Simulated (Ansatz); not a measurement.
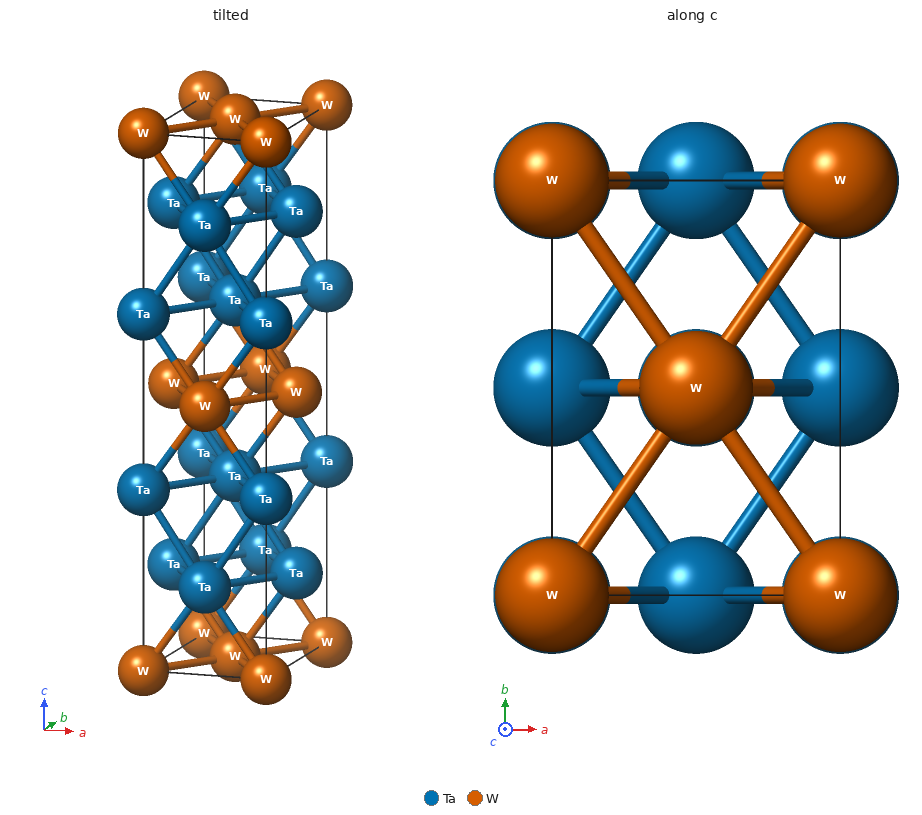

The crystal in a ball-and-stick representation, seen slightly off an axis and along the c axis. The lines enclose the conventional unit cell; boundary atoms appear with their images.

Ta₂W, space group Fmmm (No. 69), a = 3.250 Å, b = 4.675 Å, c = 13.774 Å, α = 90.00°, β = 90.00°, γ = 90.00°. The structure was taken from a structure type filled with these elements by a generator (whether the compound takes this form wasn't checked). Earlier steps of the study, as a rule a relaxation of our own, may have changed the cell and positions, so they can lie some per cent off the listed ones. It was the input of a calculation with Ansatz.

This one geometry was computed with Ansatz (DFT, plane waves, PAW) at three levels of theory: LDA, PBE and r2SCAN.

Which level gives the highest pressure at this volume, and what does that say about its equilibrium volume?

Answer. Highest: PBE (0.0 GPa), which points to the largest equilibrium volume. Lowest, with the smallest volume: LDA (-12.6 GPa). Levels within 0.5 GPa of each other can't be told apart.

How does the band gap change with the level of theory?

Answer. All levels give a metal.

Collect the results in a table.

Answer.
| level | cutoff (eV) | k-mesh of the run's cell | gap (eV) | pressure (GPa) |
| --- | --- | --- | --- | --- |
| LDA | 420 | 18×18×18 | metal | -12.6 |
| PBE | 420 | 18×18×18 | metal | 0.0 |
| r2SCAN | 500 | 18×18×18 | metal | -3.2 |

Gaps are taken on the k-mesh or band path of each run.
